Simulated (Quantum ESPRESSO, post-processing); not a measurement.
# Work-function anisotropy of Ni, part 6 of 6

Aim: the work function of the low-index faces of Ni, their order, and how far the functional matters.

Quantum ESPRESSO 7.5; plane-wave DFT, PBE, PseudoDojo norm-conserving pseudopotentials.

So far. Step 11 (Electrostatic potential of (100)): On (100) the work function under PBEsol lies +0.11 eV from PBE's. Step 12 (Relaxation with pw.x of (110), PBE): The relaxation lowers the energy by 11 meV an atom. On the free atoms the largest force ends at 0.023 eV/Å.

### 13. Self-consistent run of (110), PBE

Level of this step: plane-wave DFT, PBE, PseudoDojo norm-conserving pseudopotentials (Quantum ESPRESSO 7.5).

Contents of 110.pbe.in:

```
&control
  prefix = '110.pbe'
  outdir = './out'
  pseudo_dir = './pseudo'
  calculation = 'scf'
  tprnfor = .true.
/
&system
  ibrav = 0
  nat = 7
  ntyp = 1
  ecutwfc = 90
  ecutrho = 360
  occupations = 'smearing'
  smearing = 'mv'
  degauss = 0.02
  nspin = 2
  starting_magnetization(1) = 0.12
/
&electrons
  conv_thr = 1e-07
  mixing_beta = 0.4
  electron_maxstep = 120
  mixing_mode = 'local-TF'
/
ATOMIC_SPECIES
  Ni  58.6934  Ni.dojo-sr-pbe-0.4.1-standard.upf
CELL_PARAMETERS angstrom
  3.52000000000000 0.00000000000000 0.00000000000000
  0.00000000000000 2.48901586977665 0.00000000000000
  0.00000000000000 0.00000000000000 23.46704760932994
ATOMIC_POSITIONS crystal
  Ni  0.000000000000 0.000000000000 0.344420831600
  Ni  0.500000000000 0.500000000000 0.391980388400
  Ni  0.000000000000 0.000000000000 0.446967852300
  Ni  0.500000000000 0.500000000000 0.500000000000
  Ni  0.000000000000 0.000000000000 0.553032147700
  Ni  0.500000000000 0.500000000000 0.608019611600
  Ni  0.000000000000 0.000000000000 0.655579168400
K_POINTS automatic
  8 12 1 0 0 0
```

The run is started by

```sh
OMP_NUM_THREADS=1 mpirun -n 4 pw.x -nk 4 -in 110.pbe.in > 110.pbe.out
```

What it wrote:

```text
[banner, memory and clock lines left out]
Program PWSCF v.7.5 starts
[citation notice left out]

[...]
Message from routine setup:
[...]
bravais-lattice index     =            0
     lattice parameter (alat)  =       6.6518  a.u.
     unit-cell volume          =    1387.4757 (a.u.)^3
     number of atoms/cell      =            7
     number of atomic types    =            1
     number of electrons       =       126.00
     number of Kohn-Sham states=           76
     kinetic-energy cutoff     =      90.0000  Ry
     charge density cutoff     =     360.0000  Ry
     scf convergence threshold =      1.0E-07
     mixing beta               =       0.4000
     number of iterations used =            8  local-TF  mixing
     Exchange-correlation= PBE
                           (   1   4   3   4   0   0   0)

[...]
PseudoPot. # 1 for Ni read from file:
     ./pseudo/Ni.dojo-sr-pbe-0.4.1-standard.upf
     Pseudo is Norm-conserving + core correction, Zval = 18.0
     Generated using ONCVPSP code by D. R. Hamann
     Using radial grid of 1372 points,  6 beta functions with:
                l(1) =   0
                l(2) =   0
                l(3) =   1
                l(4) =   1
                l(5) =   2
                l(6) =   2

     atomic species   valence    mass     pseudopotential
     Ni               18.00    58.69340     Ni( 1.00)

     Starting magnetic structure
     atomic species   magnetization
     Ni              0.120

      8 Sym. Ops., with inversion, found

[...]
number of k points=    35  Marzari-Vanderbilt smearing, width (Ry)=  0.0200
[...]
Dense  grid:   160051 G-vectors     FFT dimensions: (  45,  30, 270)

     Generating pointlists ...
     new r_m :   0.2820 (alat units)  1.8759 (a.u.) for type    1

     Initial potential from superposition of free atoms

     starting charge     125.9984, renormalised to     126.0000

     negative rho (up, down):  8.747E-06 6.873E-06
     Starting wfcs are   70 randomized atomic wfcs +    6 random wfcs

     per-process dynamical memory:   582.8 Mb

     Self-consistent Calculation

     iteration #  1     ecut=    90.00 Ry     beta= 0.40
     Davidson diagonalization with overlap
     ethr =  1.00E-02,  avg # of iterations =  4.5

     total energy              =   -2348.78646096 Ry
     estimated scf accuracy    <       2.80997495 Ry

     total magnetization       =     6.39 Bohr mag/cell
     absolute magnetization    =     6.88 Bohr mag/cell

     iteration #  2     ecut=    90.00 Ry     beta= 0.40
[...]
total energy              =   -2348.80359371 Ry
     estimated scf accuracy    <       2.05001502 Ry

     total magnetization       =     5.80 Bohr mag/cell
     absolute magnetization    =     6.46 Bohr mag/cell

     iteration #  3     ecut=    90.00 Ry     beta= 0.40
[...]
total energy              =   -2348.87487704 Ry
     estimated scf accuracy    <       1.84112344 Ry

     total magnetization       =     5.72 Bohr mag/cell
     absolute magnetization    =     6.45 Bohr mag/cell

     iteration #  4     ecut=    90.00 Ry     beta= 0.40
[...]
total energy              =   -2348.88381553 Ry
     estimated scf accuracy    <       0.36476178 Ry

     total magnetization       =     5.12 Bohr mag/cell
     absolute magnetization    =     5.94 Bohr mag/cell

     iteration #  5     ecut=    90.00 Ry     beta= 0.40
[...]
total energy              =   -2348.88583024 Ry
     estimated scf accuracy    <       0.06997221 Ry

     total magnetization       =     4.84 Bohr mag/cell
     absolute magnetization    =     5.68 Bohr mag/cell

     iteration #  6     ecut=    90.00 Ry     beta= 0.40
[...]
total energy              =   -2348.88323268 Ry
     estimated scf accuracy    <       0.03135125 Ry

     total magnetization       =     4.80 Bohr mag/cell
     absolute magnetization    =     5.58 Bohr mag/cell

[...]
iteration # 16     ecut=    90.00 Ry     beta= 0.40
[...]
negative rho (up, down):  1.202E-04 1.245E-04

[...]
total energy              =   -2348.87863028 Ry
     estimated scf accuracy    <       0.00000235 Ry

     total magnetization       =     5.00 Bohr mag/cell
     absolute magnetization    =     5.73 Bohr mag/cell

     iteration # 17     ecut=    90.00 Ry     beta= 0.40
[...]
negative rho (up, down):  1.263E-05 1.371E-05

[...]
total energy              =   -2348.87863056 Ry
     estimated scf accuracy    <       0.00000019 Ry

     total magnetization       =     5.00 Bohr mag/cell
     absolute magnetization    =     5.73 Bohr mag/cell

     iteration # 18     ecut=    90.00 Ry     beta= 0.40
[...]
negative rho (up, down):  1.692E-06 1.670E-06

[...]
total energy              =   -2348.87863084 Ry
     estimated scf accuracy    <       0.00000016 Ry

     total magnetization       =     5.00 Bohr mag/cell
     absolute magnetization    =     5.73 Bohr mag/cell

     iteration # 19     ecut=    90.00 Ry     beta= 0.40
[...]
Magnetic moment per site  (integrated on atomic sphere of radius R)
     atom   1 (R=0.282)  charge= 16.4509  magn=  0.8172
     atom   2 (R=0.282)  charge= 16.4996  magn=  0.7509
     atom   3 (R=0.282)  charge= 16.5138  magn=  0.7253
     atom   4 (R=0.282)  charge= 16.5079  magn=  0.7122
     atom   5 (R=0.282)  charge= 16.5138  magn=  0.7253
     atom   6 (R=0.282)  charge= 16.4996  magn=  0.7509
     atom   7 (R=0.282)  charge= 16.4509  magn=  0.8172

[...]
End of self-consistent calculation

 ------ SPIN UP ------------

          k = 0.0000 0.0000 0.0000 ( 19971 PWs)   bands (ev):

   -99.6173 -99.6157 -99.5897 -99.5811 -99.5371 -99.2942 -99.2942 -60.1102
   -60.1055 -60.0888 -60.0379 -60.0096 -59.9973 -59.9962 -59.9506 -59.9439
   -59.9411 -59.9192 -59.8961 -59.8820 -59.8778 -59.8746 -59.7555 -59.7554
   -59.6976 -59.6976 -59.5972 -59.5966  -4.5548  -3.3824  -1.6723  -0.4180
    -0.1511  -0.0425   0.0047   0.4301   0.5789   0.9857   1.0331   1.1450
     1.3786   1.3849   1.5074   1.6381   1.6567   1.8077   1.8388   1.8424
     1.8797   2.1688   2.3767   2.4453   2.4731   2.6125   2.6403   2.7069
     2.7084   2.7090   2.8848   3.0498   3.1465   3.1655   3.2418   3.3854
     3.3981   3.4987   3.7185   5.2289   7.2813   7.3243   8.2688   9.0519
     9.1569   9.2841  11.1356  11.1569

          k = 0.0000 0.1179 0.0000 ( 19959 PWs)   bands (ev):

   -99.6162 -99.6148 -99.5890 -99.5806 -99.5366 -99.2935 -99.2935 -60.1075
   -60.1032 -60.0895 -60.0386 -60.0073 -60.0041 -60.0017 -59.9534 -59.9473
   -59.9439 -59.9204 -59.9012 -59.8890 -59.8773 -59.8766 -59.7626 -59.7626
   -59.6978 -59.6978 -59.5964 -59.5958  -4.3765  -3.2138  -1.5298  -0.3282
    -0.0713   0.0191   0.1069   0.5513   0.6433   0.9209   0.9332   1.0366
     1.2720   1.3138   1.3847   1.6230   1.6983   1.7411   1.8331   1.9226
     1.9394   2.2024   2.4091   2.4120   2.4193   2.5963   2.6122   2.7433
     2.7587   2.7863   2.9078   3.0266   3.1181   3.2075   3.2081   3.3321
     3.3648   3.4719   3.8048   5.3723   7.4789   7.7021   8.4350   9.2231
     9.4471   9.4491  11.3059  11.3283

[...]
the Fermi energy is     4.0834 ev

!    total energy              =   -2348.87863088 Ry
     estimated scf accuracy    <       0.00000003 Ry
     smearing contrib. (-TS)   =      -0.00214271 Ry
     internal energy E=F+TS    =   -2348.87648816 Ry

     The total energy is F=E-TS. E is the sum of the following terms:
     one-electron contribution =  -20088.42114548 Ry
     hartree contribution      =   10061.47544183 Ry
     xc contribution           =    -299.76596426 Ry
     ewald contribution        =    7977.83517975 Ry

     total magnetization       =     5.00 Bohr mag/cell
     absolute magnetization    =     5.73 Bohr mag/cell

     convergence has been achieved in  19 iterations

     Forces acting on atoms (cartesian axes, Ry/au):

     atom    1 type  1   force =     0.00000000    0.00000000    0.00025429
     atom    2 type  1   force =     0.00000000    0.00000000    0.00102755
     atom    3 type  1   force =     0.00000000    0.00000000    0.00340529
     atom    4 type  1   force =     0.00000000    0.00000000    0.00000000
     atom    5 type  1   force =     0.00000000    0.00000000   -0.00340529
     atom    6 type  1   force =     0.00000000    0.00000000   -0.00102755
     atom    7 type  1   force =     0.00000000    0.00000000   -0.00025429

     Total force =     0.005043     Total SCF correction =     0.001315
     SCF correction compared to forces is large: reduce conv_thr to get better values

[...]
```

Run time: 12 min. Hardware: 4 MPI ranks of Arm Neoverse V2, shared host; peak memory 2.8 GiB.

Numbers from this step:

| Property | Result |
| --- | --- |
| free energy | -31958.1218 eV |
| Fermi energy | 4.083 eV |
| magnetization | 5 μB |
| absolute magnetization | 5.73 μB |
| site moments | 0.8172, 0.7509, 0.7253, 0.7122, 0.7253, 0.7509, 0.8172 μB |

### 14. Electrostatic potential of (110)

Contents of 110.pbe.pot.in:

```
&inputpp
  prefix = '110.pbe'
  outdir = './out'
  filplot = '110.pbe.pot.dat'
  plot_num = 11
/
```

The run is started by

```sh
OMP_NUM_THREADS=1 mpirun -n 4 pp.x -in 110.pbe.pot.in > 110.pbe.pot.out
```

What it wrote:

```text
[banner, memory and clock lines left out]
Program POST-PROC v.7.5 starts

          URL

     ./out/110.pbe.save/

     IMPORTANT: XC functional enforced from input :
     Exchange-correlation= PBE
                           (   1   4   3   4   0   0   0)
     Any further DFT definition will be discarded
     Please, verify this is what you really want

     Calling punch_plot, plot_num =  11
     Writing data to file  110.pbe.pot.dat
     Message from routine chdens:
     namelist plot not found or invalid, exiting
```

It took 0.85 s on 4 MPI ranks; peak memory 0.12 GiB.

Numbers from this step:

```
work function of the upper face                                       : 4.547 eV
slope of the potential above                                          : 1.51e-4 eV/Å
upper vacuum line continued to the top atoms, over the Fermi level    : 4.546 eV
work function of the lower face                                       : 4.547 eV
slope of the potential below                                          : -1.14e-4 eV/Å
lower vacuum line continued to the bottom atoms, over the Fermi level : 4.546 eV
```

The potential energy, planar mean oscillates, so the rows of the table below give means over windows of 1.22 Å about each position, cut where the curve ends. Its maxima inside the range that stand out by 2 % of the span (Å: eV): 8.6: -8.53, 9.8: -5.71, 11.1: -6.35, 12.3: -6.35, 13.6: -5.71, 14.9: -8.53. Its minima: 8.1: -16.5, 9.2: -16.9, 10.5: -16.6, 11.7: -16.7, 13.0: -16.6, 14.3: -16.9, 15.4: -16.5.

Electrostatic potential energy of an electron; zero at the Fermi level. Table of potential energy, planar mean by z; means over each step:

```
z (Å)  potential energy, planar mean (eV)
 0.61                                4.55
 1.83                                4.55
 3.05                                4.55
 4.27                                4.54
 5.49                                4.49
 6.71                                3.33
 7.93                               -9.80
 9.15                               -12.0
10.37                               -11.2
11.59                               -11.4
12.81                               -11.3
14.03                               -11.3
15.25                               -11.6
16.47                                1.93
17.69                                4.43
18.91                                4.54
20.13                                4.55
21.35                                4.55
22.57                                4.55
```

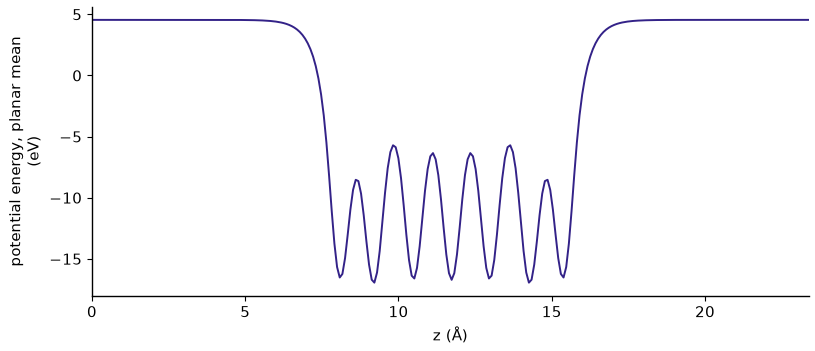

Potential energy, planar mean against z.

### 15. Self-consistent run of (110), PBEsol

Level of this step: plane-wave DFT, PBEsol, PseudoDojo norm-conserving pseudopotentials (Quantum ESPRESSO 7.5).

110.pbesol.in is the input of step 13 with these lines changed:

```diff
@@ -1,3 +1,3 @@
 &control
-  prefix = '110.pbe'
+  prefix = '110.pbesol'
   outdir = './out'
@@ -26,3 +26,3 @@
 ATOMIC_SPECIES
-  Ni  58.6934  Ni.dojo-sr-pbe-0.4.1-standard.upf
+  Ni  58.6934  Ni.dojo-sr-pbesol-0.4.1-standard.upf
 CELL_PARAMETERS angstrom
```

The run is started by

```sh
OMP_NUM_THREADS=1 mpirun -n 4 pw.x -nk 4 -in 110.pbesol.in > 110.pbesol.out
```

What it wrote:

```text
[banner, memory and clock lines left out]
Program PWSCF v.7.5 starts
[...]
Message from routine setup:
[...]
number of electrons       =       126.00
     number of Kohn-Sham states=           76
     kinetic-energy cutoff     =      90.0000  Ry
     charge density cutoff     =     360.0000  Ry
[...]
number of k points=    35  Marzari-Vanderbilt smearing, width (Ry)=  0.0200
[...]
Dense  grid:   160051 G-vectors     FFT dimensions: (  45,  30, 270)
[...]
negative rho (up, down):  8.695E-06 6.832E-06
     Starting wfcs are   70 randomized atomic wfcs +    6 random wfcs
[...]
estimated scf accuracy    <       2.61753872 Ry
     total magnetization       =     6.47 Bohr mag/cell
     absolute magnetization    =     6.94 Bohr mag/cell
[...]
estimated scf accuracy    <       1.91095204 Ry
     total magnetization       =     5.83 Bohr mag/cell
     absolute magnetization    =     6.46 Bohr mag/cell
[...]
estimated scf accuracy    <       1.89357553 Ry
     total magnetization       =     5.74 Bohr mag/cell
     absolute magnetization    =     6.43 Bohr mag/cell
[...]
estimated scf accuracy    <       0.28966013 Ry
     total magnetization       =     5.05 Bohr mag/cell
     absolute magnetization    =     5.83 Bohr mag/cell
[...]
estimated scf accuracy    <       0.05865698 Ry
     total magnetization       =     4.82 Bohr mag/cell
     absolute magnetization    =     5.59 Bohr mag/cell
[...]
estimated scf accuracy    <       0.03099457 Ry
     total magnetization       =     4.81 Bohr mag/cell
     absolute magnetization    =     5.52 Bohr mag/cell
[...]
estimated scf accuracy    <       0.02624689 Ry
     total magnetization       =     4.81 Bohr mag/cell
     absolute magnetization    =     5.47 Bohr mag/cell
[...]
estimated scf accuracy    <       0.01673729 Ry
     total magnetization       =     4.86 Bohr mag/cell
     absolute magnetization    =     5.49 Bohr mag/cell
[...]
negative rho (up, down):  3.981E-06 1.710E-05
[...]
estimated scf accuracy    <       0.00767372 Ry
     total magnetization       =     4.97 Bohr mag/cell
     absolute magnetization    =     5.59 Bohr mag/cell
[...]
negative rho (up, down):  4.839E-03 5.218E-03
[...]
estimated scf accuracy    <       0.01795381 Ry
     total magnetization       =     4.96 Bohr mag/cell
     absolute magnetization    =     5.61 Bohr mag/cell
[...]
negative rho (up, down):  7.202E-03 7.405E-03
[...]
estimated scf accuracy    <       0.00788408 Ry
     total magnetization       =     5.00 Bohr mag/cell
     absolute magnetization    =     5.67 Bohr mag/cell
[...]
negative rho (up, down):  6.422E-03 6.553E-03
[...]
estimated scf accuracy    <       0.00092670 Ry
     total magnetization       =     5.00 Bohr mag/cell
     absolute magnetization    =     5.69 Bohr mag/cell
[...]
negative rho (up, down):  3.286E-03 3.350E-03
[...]
estimated scf accuracy    <       0.00098326 Ry
     total magnetization       =     4.98 Bohr mag/cell
     absolute magnetization    =     5.65 Bohr mag/cell
[...]
negative rho (up, down):  1.618E-03 1.651E-03
[...]
estimated scf accuracy    <       0.00006528 Ry
     total magnetization       =     4.98 Bohr mag/cell
     absolute magnetization    =     5.65 Bohr mag/cell
[...]
negative rho (up, down):  2.362E-04 2.425E-04
[...]
estimated scf accuracy    <       0.00001152 Ry
     total magnetization       =     4.99 Bohr mag/cell
     absolute magnetization    =     5.65 Bohr mag/cell
[...]
negative rho (up, down):  1.348E-04 1.389E-04
[...]
estimated scf accuracy    <       0.00000279 Ry
     total magnetization       =     4.99 Bohr mag/cell
     absolute magnetization    =     5.65 Bohr mag/cell
[...]
negative rho (up, down):  3.286E-06 3.420E-06
[...]
estimated scf accuracy    <       0.00000021 Ry
     total magnetization       =     4.99 Bohr mag/cell
     absolute magnetization    =     5.65 Bohr mag/cell
[...]
the Fermi energy is     3.9456 ev
!    total energy              =   -2346.88441920 Ry
     estimated scf accuracy    <       0.00000002 Ry
     smearing contrib. (-TS)   =      -0.00174300 Ry
     internal energy E=F+TS    =   -2346.88267620 Ry
[...]
one-electron contribution =  -20088.01820116 Ry
     hartree contribution      =   10060.14467691 Ry
     xc contribution           =    -296.84433171 Ry
     ewald contribution        =    7977.83517975 Ry
     total magnetization       =     4.99 Bohr mag/cell
     absolute magnetization    =     5.65 Bohr mag/cell
     convergence has been achieved in  18 iterations
[...]
Total force =     0.026425     Total SCF correction =     0.000728
[...]
```

Run time: 12 min. Hardware: 4 MPI ranks; peak memory 2.8 GiB.

This step gave:

```
free energy            : -31930.9892 eV
Fermi energy           : 3.946 eV
magnetization          : 4.99 μB
absolute magnetization : 5.65 μB
site moments           : 0.8115, 0.7451, 0.7197, 0.7061, 0.7197, 0.7451, 0.8115 μB
```

### 16. Potential by pp.x of (110)

Contents of 110.pbesol.pot.in:

```
&inputpp
  prefix = '110.pbesol'
  outdir = './out'
  filplot = '110.pbesol.pot.dat'
  plot_num = 11
/
```

The run is started by

```sh
OMP_NUM_THREADS=1 mpirun -n 4 pp.x -in 110.pbesol.pot.in > 110.pbesol.pot.out
```

Elapsed: 0.85 s, on 4 MPI ranks; peak memory 0.12 GiB; 3.1 s of CPU time.

Numbers from this step:

```
work function of the upper face                                       : 4.653 eV
slope of the potential above                                          : 1.25e-4 eV/Å
upper vacuum line continued to the top atoms, over the Fermi level    : 4.652 eV
work function of the lower face                                       : 4.653 eV
slope of the potential below                                          : -9.42e-5 eV/Å
lower vacuum line continued to the bottom atoms, over the Fermi level : 4.652 eV
```

On (110) the work function under PBEsol lies +0.11 eV from PBE's.

### 17. The series side by side

All levels:

| level | work function (eV) | CPU time (s) |
| --- | --- | --- |
| (111), PBE | 5.031 | 635.3 |
| (111), PBEsol | 5.174 | 632.8 |
| (100), PBE | 4.901 | 888.7 |
| (100), PBEsol | 5.013 | 903.8 |
| (110), PBE | 4.547 | 2980 |
| (110), PBEsol | 4.653 | 2823 |

### 18. Worked from the printed numbers

For (111) under PBE, on the run's own zero: φ = 9.992 − (4.961) = 5.031 eV.

### 19. Results

```json
{
 "work function of (111), PBE": "5.03 eV",
 "work function of (111), PBEsol": "5.17 eV",
 "work function of (100), PBE": "4.90 eV",
 "work function of (100), PBEsol": "5.01 eV",
 "work function of (110), PBE": "4.55 eV",
 "work function of (110), PBEsol": "4.65 eV"
}
```

Under PBE the work functions are 5.03 eV on (111), 4.90 eV on (100) and 4.55 eV on (110). In order of packing, from 5.37 to 8.76 Å² an atom, the faces are (111), (100) and (110). The work function falls in the same order, as Smoluchowski's picture of charge smoothing over rough faces expects. PBEsol lies +0.11 to +0.14 eV from PBE on the same atoms, nearly a rigid shift. The top two spacings change by -1.6 and -0.2 % on (111), -4.1 and +0.8 % on (100) and -10.3 and +3.7 % on (110). The slabs are thin and unreconstructed, at the tabulated lattice constant; thickness and mesh leave some 0.05 to 0.1 eV open.

Computed beside measured:

| quantity | measured | PBE | PBEsol |
| --- | --- | --- | --- |
| work function of (111) (eV) | 5.36 | 5.03 (-0.33 eV) | 5.17 (-0.19 eV) |
| work function of (100) (eV) | 5.17 | 4.90 (-0.27 eV) | 5.01 (-0.16 eV) |
| work function of (110) (eV) | 4.55 | 4.55 (-0.00 eV) | 4.65 (+0.10 eV) |

Measured values from arxiv:1902.07811 (2019).

How well it matches: The grades are ours: good and fair within 3 and 7 % for the work function of (111), 3 and 7 % for the work function of (100) and 3 and 7 % for the work function of (110). Other measurements of the same face can differ from the value quoted by 0.1 to 0.2 eV.

[Logs are printed without paths, hosts, clocks, repeated set-up lines and the standing remarks that a program may print on its own settings, such as how far it seeks lower states.]

[Hosts, paths, dates, database ids (printed as entryN), source tags and the programs' standing remarks are cut or masked in the printed files.]

[Maps of the electrostatic potential energy from Ansatz leave out the sawtooth potential of an applied field or a dipole correction, so their vacuum need not be flat; planar profiles and work functions include it.]
